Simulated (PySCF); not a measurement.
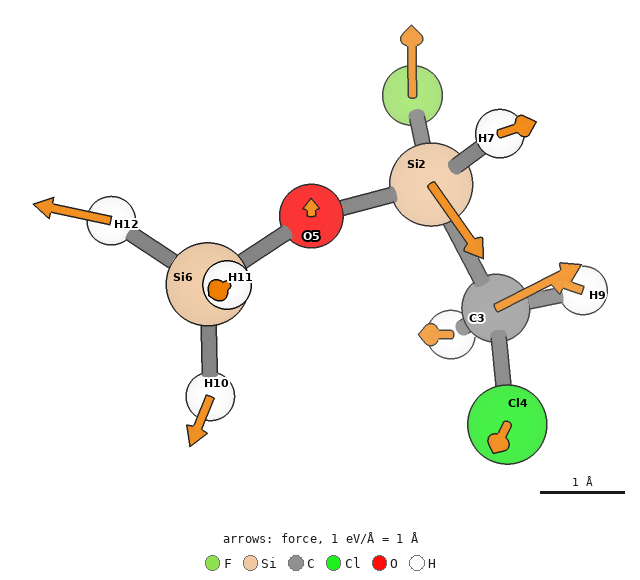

Starting geometry of CH6ClFOSi2 with the computed forces as orange arrows. A ball-and-stick model, seen at a tilt.

The start comes from GFN2-xTB. Its atoms were then displaced at random by about 0.01 Å.

Method: PySCF, PBE0-D3(BJ)/def2-SVP geometry optimisation, gas phase. 

Question: What follows when this structure is relaxed?

Answer: It isn't relaxed: the largest force vector, on the C atom, is 1.23 eV/Å. The final displacements have little in common with the starting forces (cosine between the two patterns 0.06). Over 15 geometry steps the energy falls by 22.3 kJ/mol. The atom that moves furthest after the best rigid fit is an H atom (0.67 Å). By element the largest moves are H 0.67 Å, Cl 0.53 Å, O 0.26 Å, F 0.24 Å, C 0.17 Å, Si 0.17 Å. Some distances before and after: H–Si 1.446 → 1.489 Å, O–Si 1.595 → 1.634 Å, O–Si 1.630 → 1.667 Å, F–Si 1.592 → 1.621 Å. Bond angles that change, for instance: Si–O–Si 162.6° → 146.2°, Si–C–Cl 111.8° → 107.5°, H–Si–H 113.7° → 109.4°.
